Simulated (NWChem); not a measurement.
**triplet H2: levels of theory compared**

Aim: a comparison of 6 runs (U-r2SCAN/aug-cc-pVTZ, U-revPBE/aug-cc-pVTZ, U-wB97X/aug-cc-pVTZ, UB3LYP/aug-cc-pVTZ, UCAM-B3LYP/aug-cc-pVTZ, UTPSS/aug-cc-pVTZ) of triplet H2. 

The calculation is run with NWChem 7.3.0.

8 further runs of the same task are left out: 7 that didn't finish, 1 set aside as unsound or not needed.

## 1. The structure to begin with

H2 has 2 atoms, charge 0, and is taken as a triplet. As SMILES of the parent species, `[H][H]`. Geometry: relaxed at PBE0-D4/def2-TZVP. That shape belongs to the parent species and isn't relaxed for this state.

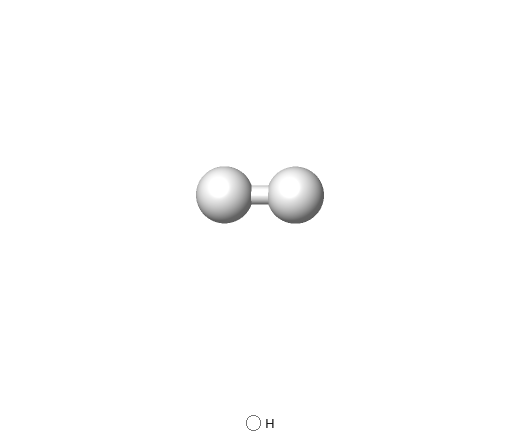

The structure, seen from a chosen angle (hydrogen white).

## 2. A single-point energy at U-r2SCAN/aug-cc-pVTZ (run 1)

run.py

```python
from ase import Atoms
from ase.calculators.nwchem import NWChem

mol = Atoms(['H', 'H'], positions=[
    [0.319300, -0.099200, 0.165500],
    [-0.319300, 0.099200, -0.165500],
])

calc = NWChem(
    label='h2',
    theory='dft',
    memory='2200 mb',
    basis='aug-cc-pVTZ',
    basispar='spherical bse',
    dft={'xc': 'r2scan', 'mult': '3', 'grid': 'xfine', 'convergence': 'energy 1e-08', 'iterations': '100', 'mulliken': None},
    task='energy',
)
mol.calc = calc

print(f"energy = {mol.get_potential_energy():.6f} eV")
```

The run is started by

```sh
$ export ASE_NWCHEM_COMMAND="nwchem PREFIX.nwi > PREFIX.nwo"
$ python run.py
```

Output:

```text
energy = -21.641511 eV
```

The calculator wrote h2.nwi:

```
title "h2"

permanent_dir h2

scratch_dir h2

start h2

geometry units angstrom nocenter noautosym noautoz
  H  3.1929999999999997e-01 -9.9199999999999997e-02 1.6550000000000001e-01
  H  -3.1929999999999997e-01 9.9199999999999997e-02 -1.6550000000000001e-01
end

memory 2200 mb

basis spherical bse noprint
   * library aug-cc-pVTZ
end

dft
  xc r2scan
  mult 3
  grid xfine
  convergence energy 1e-08
  iterations 100
  mulliken
end

task dft energy
```

h2.nwo:

```text
Northwest Computational Chemistry Package (NWChem) 7.3.0
             --------------------------------------------------------

           Job information
           ---------------

    nwchem branch   = 7.3.0
    use scalapack   = T
    input           = h2.nwi
    prefix          = h2.
    data base       = h2/h2.db
    status          = startup
    nproc           =        1

           Memory information
           ------------------

    heap     =     72089598 doubles =      550.0 Mbytes
    stack    =     72089595 doubles =      550.0 Mbytes
    global   =    144179200 doubles =     1100.0 Mbytes (distinct from heap & stack)
    total    =    288358393 doubles =     2200.0 Mbytes
    verify   = yes
    hardfail = no

[... 60 lines left out ...]
  convergence criterion.
[... 17 lines left out ...]
          Convergence on gradient requested:  5.00D-04
[... 21 lines left out ...]
          Convergence aids based upon iterative change in
[... 28 lines left out ...]
 1-e energy   =      -2.213931
[... 52 lines left out ...]
         Total DFT energy =       -0.795310867208
[... 2 lines left out ...]
    Exchange-Corr. energy =       -0.633740746874
[... 335 lines left out ...]
                     DFT Final Beta Molecular Orbital Analysis
[... 394 lines left out ...]
 center of mass
 --------------
 x =   0.00000000 y =   0.00000000 z =   0.00000000

 moments of inertia (a.u.)
 ------------------
           0.267988533735           0.227993982714          -0.380373025597
           0.227993982714           0.931011083589           0.118174143875
          -0.380373025597           0.118174143875           0.804688713870

     Multipole analysis of the density
     ---------------------------------

     L   x y z        total         alpha         beta         nuclear
     -   - - -        -----         -----         ----         -------
     0   0 0 0     -0.000000     -2.000000      0.000000      2.000000

     1   1 0 0      0.000000      0.000000      0.000000      0.000000
[... 8 lines of this table left out ...]
     2   0 0 2     -3.489742     -3.685367      0.000000      0.195625

 Task  times  cpu:        3.4s     wall:        3.4s
 Total times  cpu:        3.4s     wall:        3.4s
```

Run time: 4.5 s. Hardware: 1 thread of Intel Xeon Platinum 8488C (Sapphire Rapids), shared host; peak memory 0.11 GiB.

## 3. A single-point energy at U-revPBE/aug-cc-pVTZ (run 2)

h2.nw

```
start h2
memory total 2200 mb
charge 0

geometry units angstrom noautosym nocenter noautoz
 H        0.319300      -0.099200       0.165500
 H       -0.319300       0.099200      -0.165500
end

basis spherical bse
 * library aug-cc-pVTZ
end

dft
 xc revpbe cpbe96
 mult 3
 grid xfine
 convergence energy 1e-08
 iterations 100
 mulliken
 noprint "final vectors analysis"
end

task dft
```

The run is started by

```sh
$ nwchem h2.nw > h2.out
```

Output:

```text
[...]
          Wavefunction type:  spin polarized.
          No. of atoms     :     2
          No. of electrons :     2
[...]
          Charge           :     0
          Spin multiplicity:     3
[...]
          AO basis - number of functions:    46
[...]
              XC Information
              --------------
                        RevPBE Exchange Functional  1.000
            Perdew 1991 LDA Correlation Functional  1.000 local
           PerdewBurkeErnz. Correlation Functional  1.000 non-local
[...]
 d= 0,ls=0.0,diis     1     -0.6809552665 -1.39D+00  1.81D+00  9.86D-02     0.5
[...]
 d= 0,ls=0.0,diis     7     -0.8027691169 -1.99D-10  8.87D-06  3.62D-11     2.9
[...]
         Total DFT energy =       -0.802769116940
      One electron energy =       -1.838783447148
           Coulomb energy =        0.964611422922
    Exchange-Corr. energy =       -0.637811385103
 Nuclear repulsion energy =        0.709214292389
[...]
      Total Density - Mulliken Population Analysis
     ---------------------------------------------
    Atom       Charge   Shell Charges
 -----------   ------   -------------------------------------------------------
    1 H    1     1.00   0.21  0.36 -0.04  0.07  0.01  0.06  0.34  0.00  0.00
    2 H    1     1.00   0.21  0.36 -0.04  0.07  0.01  0.06  0.34  0.00  0.00
[...]
      <S2> =      2.0000 (Exact =     2.0000)
[...]
```

Run time: 3.6 s. Hardware: 1 thread of Intel Xeon Platinum 8488C (Sapphire Rapids), shared host; peak memory 0.11 GiB.

Run 3 isn't shown in full; the table further down has it.

## 4. The energy at UB3LYP/aug-cc-pVTZ (run 4)

run.xyz

```xyz
2
H2 energy
H      0.319300    -0.099200     0.165500
H     -0.319300     0.099200    -0.165500
```

run.nw

```
start run
title "H2 energy"
memory 2200 mb
charge 0

geometry noautosym nocenter noautoz
load format xyz run.xyz
end

basis "ao basis" spherical bse
* library aug-cc-pVTZ
end

dft
xc b3lyp
mult 3
grid xfine
convergence energy 1e-08
maxiter 100
mulliken
end

task dft energy
```

The run is started by

```sh
$ nwchem run.nw > run.out
```

Output:

```text
[...]
          Wavefunction type:  spin polarized.
          No. of atoms     :     2
          No. of electrons :     2
[...]
          Charge           :     0
          Spin multiplicity:     3
[...]
          AO basis - number of functions:    46
[...]
              XC Information
              --------------
                         B3LYP Method XC Potential
                     Hartree-Fock (Exact) Exchange  0.200
                        Slater Exchange Functional  0.800 local
                    Becke 1988 Exchange Functional  0.720 non-local
              Lee-Yang-Parr Correlation Functional  0.810
                  VWN I RPA Correlation Functional  0.190 local
[...]
 d= 0,ls=0.0,diis     1     -0.6743810169 -1.38D+00  1.79D+00  9.46D-02     0.5
[...]
 d= 0,ls=0.0,diis     7     -0.7954901334 -1.32D-10  2.93D-06  2.18D-13     2.8
[...]
         Total DFT energy =       -0.795490133360
      One electron energy =       -1.840222337744
           Coulomb energy =        0.965841012938
    Exchange-Corr. energy =       -0.630323100943
 Nuclear repulsion energy =        0.709214292389
[...]
      Total Density - Mulliken Population Analysis
     ---------------------------------------------
    Atom       Charge   Shell Charges
 -----------   ------   -------------------------------------------------------
    1 H    1     1.00   0.21  0.35 -0.05  0.07  0.01  0.06  0.35  0.00  0.00
    2 H    1     1.00   0.21  0.35 -0.05  0.07  0.01  0.06  0.35  0.00  0.00
[...]
      <S2> =      2.0000 (Exact =     2.0000)
[...]
```

Run time: 3.3 s. Hardware: 1 thread of Intel Xeon Platinum 8488C (Sapphire Rapids), shared host; peak memory 0.11 GiB.

Run 5 isn't shown in full; the table further down has it.

## 5. The energy at UTPSS/aug-cc-pVTZ (run 6)

h2.nw

```
start h2
memory 2200 mb
geometry noautosym nocenter noautoz
  H     0.319300   -0.099200    0.165500
  H    -0.319300    0.099200   -0.165500
end
basis spherical bse
  H library aug-cc-pVTZ
end
dft
  xc xtpss03 ctpss03
  mult 3
  grid xfine
  convergence energy 1e-08
  iterations 100
  mulliken
end
task dft
```

The run is started by

```sh
$ nwchem h2.nw > h2.out
```

Output:

```text
[...]
          Wavefunction type:  spin polarized.
          No. of atoms     :     2
          No. of electrons :     2
[...]
          Charge           :     0
          Spin multiplicity:     3
[...]
          AO basis - number of functions:    46
[...]
              XC Information
              --------------
                  TPSS metaGGA Exchange Functional  1.000
             TPSS03 metaGGA Correlation Functional  1.000
[...]
 d= 0,ls=0.0,diis     1     -0.6695606648 -1.38D+00  1.65D+00  9.68D-02     0.5
[...]
 d= 0,ls=0.0,diis     8     -0.7901985503 -6.90D-11  3.12D-06  2.21D-13     3.2
[...]
         Total DFT energy =       -0.790198550323
      One electron energy =       -1.838797428696
           Coulomb energy =        0.965544268242
    Exchange-Corr. energy =       -0.626159682258
 Nuclear repulsion energy =        0.709214292389
[...]
      Total Density - Mulliken Population Analysis
     ---------------------------------------------
    Atom       Charge   Shell Charges
 -----------   ------   -------------------------------------------------------
    1 H    1     1.00   0.21  0.38 -0.05  0.07  0.01  0.04  0.35  0.00 -0.00
    2 H    1     1.00   0.21  0.38 -0.05  0.07  0.01  0.04  0.35  0.00 -0.00
[...]
      <S2> =      2.0000 (Exact =     2.0000)
[...]
```

Wall time 3.9 s (1 thread of Intel Xeon Platinum 8488C (Sapphire Rapids), shared host); peak memory 0.11 GiB.

## 6. Overview of the runs

| run | level | energy (Eh) | dipole moment (D) | HOMO energy (eV) | ⟨S²⟩ | wall time |
| --- | --- | --- | --- | --- | --- | --- |
| 1 | U-r2SCAN/aug-cc-pVTZ | -0.795311 | 0.00 | -2.69 | 2.000 | 4.5 s |
| 2 | U-revPBE/aug-cc-pVTZ | -0.802769 | 0.00 | – | 2.000 | 3.6 s |
| 3 | U-wB97X/aug-cc-pVTZ | -0.788022 | 0.00 | -5.27 | 2.000 | 6 s |
| 4 | UB3LYP/aug-cc-pVTZ | -0.795490 | 0.00 | -3.19 | 2.000 | 3.3 s |
| 5 | UCAM-B3LYP/aug-cc-pVTZ | -0.786052 | 0.00 | -4.41 | 2.000 | 4.5 s |
| 6 | UTPSS/aug-cc-pVTZ | -0.790199 | 0.00 | -2.52 | 2.000 | 3.9 s |

## 7. Results

| quantity | value |
| --- | --- |
| run 6: total energy | -0.79020 Eh |
| run 6: dipole moment | 0.00 D |
| run 6: HOMO energy (highest over α and β) | -2.52 eV |
| run 6: ⟨S²⟩ | 2.000 |

In words: Totals of different functionals can't be ranked against each other. All runs together took 26 s, the longest 6 s.
